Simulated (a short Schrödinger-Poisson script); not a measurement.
System: MOS inversion layer, SiO2 on p-type Si(100), at 400 K.

```
layer  material  thickness (nm)  Na (cm⁻³)
-----  --------  --------------  ---------
1          SiO2             1.4          -
2            Si             670     8.2e17
```

The device is made up for the run: typed textbook-type constants, with dimensions and the other settings drawn at random. SiO2: permittivity 3.9, conduction-band edge (eV) 3.15, gap (eV) 9, electron mass (mₑ) 0.5. Si: permittivity 11.7, conduction-band edge (eV) 0, gap (eV) 1.124, Nv at 300 K (cm⁻³) 3.1e19.

Channel valleys (confinement mass, in-plane density-of-states mass, number): Δ2 0.916, 0.19, 2; Δ4 0.19, 0.417, 4. At the gate the conduction-band edge of layer 1 lies 3.37 eV − eVg above the Fermi level of the channel; the field vanishes at the back. Gaps are held at their typed values at every temperature. Mesh 0.03 nm at interfaces.

From a short Schrödinger-Poisson script (our own, NumPy): 1D Poisson equation in equilibrium, electrons quantum, Hartree (BenDaniel-Duke, 12 states a valley, the channel's in-plane mass for all, wave functions ending at the dielectric), parabolic valleys, classical holes, full ionisation, no traps, pinning or gate leakage.

Only gate voltages with over 1e8 electrons/cm² are shown.

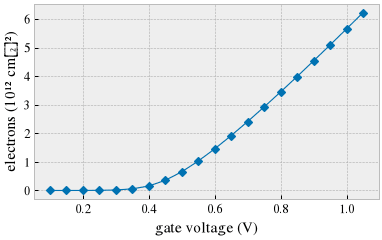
Sheet density against gate voltage

| Vg (V) | electrons (cm⁻²) | C (μF/cm²) | Δ2 E0 (meV) | Δ2 E1 (meV) | Δ4 E0 (meV) | Δ4 E1 (meV) |
|---|---|---|---|---|---|---|
| 0.1 | 1.45e8 | 0.285 | 385.8 | 453.6 | 448.4 | 558.0 |
| 0.2 | 1.61e9 | 0.274 | 301.3 | 372.5 | 366.9 | 482.4 |
| 0.3 | 1.78e10 | 0.314 | 217.0 | 291.2 | 285.5 | 406.2 |
| 0.4 | 1.56e11 | 0.646 | 140.6 | 218.1 | 212.2 | 337.6 |
| 0.5 | 6.53e11 | 1.18 | 89.0 | 170.6 | 164.6 | 293.9 |
| 0.6 | 1.46e12 | 1.48 | 58.4 | 144.6 | 138.8 | 271.2 |
| 0.7 | 2.41e12 | 1.63 | 37.7 | 128.8 | 123.1 | 258.1 |
| 0.8 | 3.45e12 | 1.72 | 22.1 | 117.9 | 112.3 | 249.5 |
| 0.9 | 4.53e12 | 1.78 | 9.2 | 109.6 | 104.1 | 243.4 |
| 1 | 5.65e12 | 1.82 | -1.9 | 102.9 | 97.6 | 238.8 |

Subbands count from the Fermi level.
